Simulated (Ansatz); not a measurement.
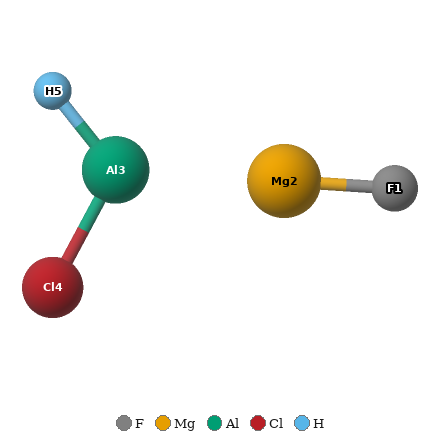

The system is AlClFHMg; the picture shows the reference structure. 
- Coordinates scanned: (1) bond length Mg2–Al3; (2) bond length Al3–Cl4.
- Nothing is relaxed (all other coordinates rigid).
- The scan uses a 15 × 15 grid.
- Points are written as (first, second).
- All energies are given in kJ/mol relative to the relaxed molecule at the same level.
- Computed with RKS SPW92 (LDA)/def2-TZVP (Ansatz 0.2.0).

Its coordinates:

```yaml
atoms:
  - { symbol: F, position_ang: [-0.4175, -2.5677, 2.1863] }
  - { symbol: Mg, position_ang: [-0.1281, -1.2402, 1.0796] }
  - { symbol: Al, position_ang: [0.3113, 0.7842, -0.6084] }
  - { symbol: Cl, position_ang: [-1.3873, 1.3903, -1.7036] }
  - { symbol: H, position_ang: [1.6216, 1.6334, -0.9540] }
```

Range: bond length Mg2–Al3 from 2.352 to 3.340 Å; bond length Al3–Cl4 from 1.857 to 2.638 Å.

Q: What landscape does the calculation give?

A: The lowest grid point is at (2.705 Å, 2.136 Å), 0.7 kJ/mol from the relaxed molecule at the same level. It is the only kind of minimum in the scanned range. The highest grid point, (3.340 Å, 2.638 Å), lies 158 kJ/mol above the lowest. Round the minimum the two coordinates are nearly uncoupled.

| bond length Al3–Cl4 ↓, bond length Mg2–Al3 → | 2.352 | 2.422 | 2.493 | 2.563 | 2.634 | 2.705 | 2.775 | 2.846 | 2.916 | 2.987 | 3.058 | 3.128 | 3.199 | 3.270 | 3.340 |
| --- | --- | --- | --- | --- | --- | --- | --- | --- | --- | --- | --- | --- | --- | --- | --- |
| 2.638 | 132 | 118 | 108 | 102 | 100 | 100 | 102 | 106 | 111 | 118 | 125 | 133 | 141 | 150 | 159 |
| 2.582 | 117 | 103 | 93 | 88 | 85 | 85 | 88 | 92 | 97 | 103 | 111 | 118 | 127 | 136 | 145 |
| 2.526 | 102 | 89 | 79 | 73 | 71 | 71 | 73 | 77 | 82 | 89 | 96 | 104 | 113 | 121 | 130 |
| 2.470 | 89 | 75 | 65 | 59 | 57 | 57 | 59 | 63 | 68 | 75 | 82 | 90 | 99 | 107 | 116 |
| 2.414 | 75 | 61 | 52 | 46 | 44 | 44 | 46 | 50 | 55 | 62 | 69 | 77 | 85 | 94 | 103 |
| 2.359 | 63 | 49 | 40 | 34 | 31 | 32 | 34 | 38 | 43 | 49 | 57 | 65 | 73 | 82 | 91 |
| 2.303 | 52 | 38 | 29 | 23 | 20 | 20 | 23 | 27 | 32 | 38 | 46 | 53 | 62 | 71 | 80 |
| 2.247 | 43 | 29 | 20 | 14 | 11 | 11 | 13 | 17 | 22 | 29 | 36 | 44 | 52 | 61 | 70 |
| 2.191 | 37 | 23 | 13 | 7 | 4 | 4 | 7 | 10 | 16 | 22 | 29 | 37 | 45 | 54 | 63 |
| 2.136 | 33 | 19 | 9 | 4 | 1 | 1 | 3 | 7 | 12 | 18 | 25 | 33 | 41 | 50 | 59 |
| 2.080 | 34 | 19 | 10 | 4 | 1 | 1 | 3 | 7 | 12 | 18 | 25 | 33 | 41 | 50 | 59 |
| 2.024 | 39 | 25 | 15 | 9 | 6 | 6 | 8 | 12 | 17 | 23 | 30 | 38 | 46 | 55 | 63 |
| 1.968 | 52 | 37 | 27 | 21 | 18 | 18 | 20 | 23 | 28 | 34 | 41 | 49 | 57 | 66 | 74 |
| 1.913 | 72 | 57 | 47 | 41 | 38 | 37 | 39 | 43 | 47 | 53 | 60 | 68 | 76 | 84 | 93 |
| 1.857 | 102 | 88 | 77 | 71 | 68 | 67 | 69 | 72 | 77 | 83 | 90 | 97 | 105 | 114 | 122 |

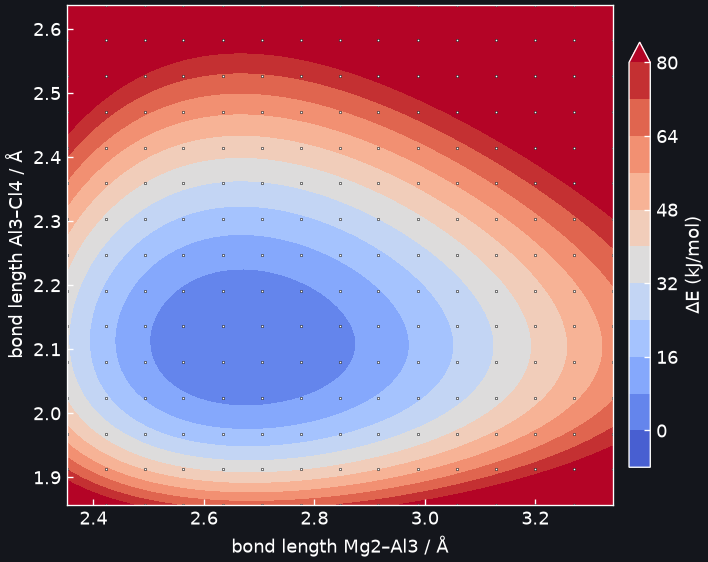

In the figure: filled contours, dots at the grid points, one colour for all values above the top of the scale. Between grid points the surface is interpolated.

Each point was launched as `ansatz run input.yaml --threads 1 --pin off --max-ram 2560MiB --backend cpu --events-out ev --progress --plain --runs-dir out`. Time for the 225 points that were run: 14 min on 1 thread of Arm Neoverse N1, with other jobs on the host.
